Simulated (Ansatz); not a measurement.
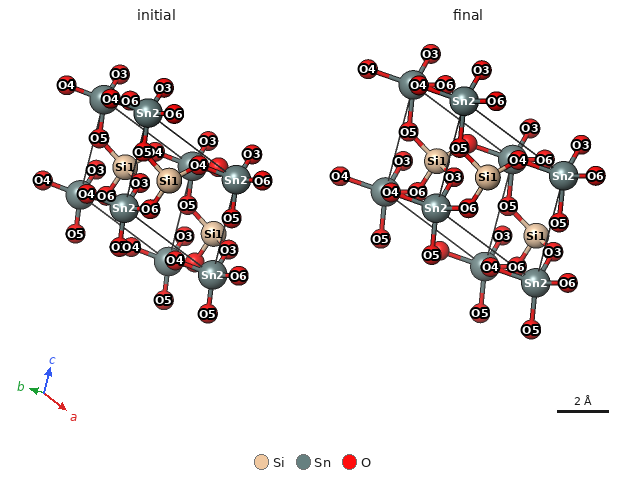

The structure of crystalline SiSnO$_{4}$ (built on the BPO4-82 type type) before (left) and after (right) a relaxation, at one scale.

The picture is a ball-and-stick view of the cell of the calculation, seen slightly off an axis.

Computed with DFT, PBEsol, plane waves, PAW in Ansatz.

Input
```yaml
crystal:
  lattice:
    - [-2.31164956, 2.31164956, 3.54082248]
    - [2.31164956, -2.31164956, 3.54082248]
    - [2.31164956, 2.31164956, -3.54082248]
  atoms:
    - { symbol: Si, position: [0.25, 0.75, 0.5] }
    - { symbol: Sn, position: [0.0, 0.0, 0.0] }
    - { symbol: O, position: [0.26534441, 0.38482013, 0.39679595] }
    - { symbol: O, position: [0.61517987, 0.01197582, 0.88052428] }
    - { symbol: O, position: [0.98802418, 0.86854846, 0.60320405] }
    - { symbol: O, position: [0.13145154, 0.73465559, 0.11947572] }
kpoints:
  mp_grid: { grid: [6, 6, 6] }
hamiltonian:
  xc: pbesol
scf:
  occupations: { method: fermi_dirac, width: 0.03 }
relax:
  f_tol: 0.01
  cell: {}
  max_steps: 120
output:
  write_density: true
  write_potential: true
  elf: true
  volumetric_format: npy
```

Command:
```bash
ansatz run input.yaml --threads 2 --pin off --max-ram 29491MiB --backend cpu --events-out ev --progress --plain --runs-dir out
```

> What changed between the two?

After 13 accepted moves (17 points after the start) the energy has fallen by 1553 meV per atom. Largest force component: 11 eV/Å at the start, 0.0017 eV/Å at the end. Pressure: 100.34 GPa at the start and 0.00 GPa at the end. At 4 points the geometry stayed and the basis and grid were re-selected for the new cell (energy shift of 38.2 meV per atom at most each time). The largest moves relative to the cell, 0.13 Å, are those of O3, O4, O5 and O6. O3 goes roughly along [1 3 2]. Sn and Si stay in place. The volume changes by +41.3 %, with a = b = c 4.819 → 5.369 Å (+11.4 %), α 122.7° → 121.4°, β 122.7° → 121.4°, γ 85.4° → 87.5°. Among the contacts that change: Sn2–O3 1.625 → 1.940 Å, Si1–O3 1.557 → 1.633 Å. The space group stays I-4 (No. 82).
